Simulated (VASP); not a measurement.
Energy against volume of BAs (zinc blende). These are revPBE GGA, VASP's PBE PAW potentials (set 64) (plane waves; VASP) values and carry that method's errors.

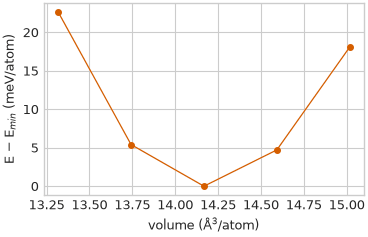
Figure. Energy against volume

Q: Estimate the equilibrium volume and the bulk modulus.

A: The minimum lies near 14.2 Å³/atom, and the curvature gives B0 of about 130 GPa.

Measured: bulk modulus 142 GPa (computed value off by -10.7 %), as given by PMC11618452 (zinc blende boron arsenide), quoting Tian et al.; a 4.777 Å (computed value off by +1.3 %), as given by M J Lucero et al., Journal of Physics Condensed Matter (2012), arXiv:1111.4515. The calculation is for a static lattice, while the measured bulk modulus, a hold thermal and zero-point effects, which are part of the difference.

The compound is BAs in the zinc blende structure. It was relaxed first.
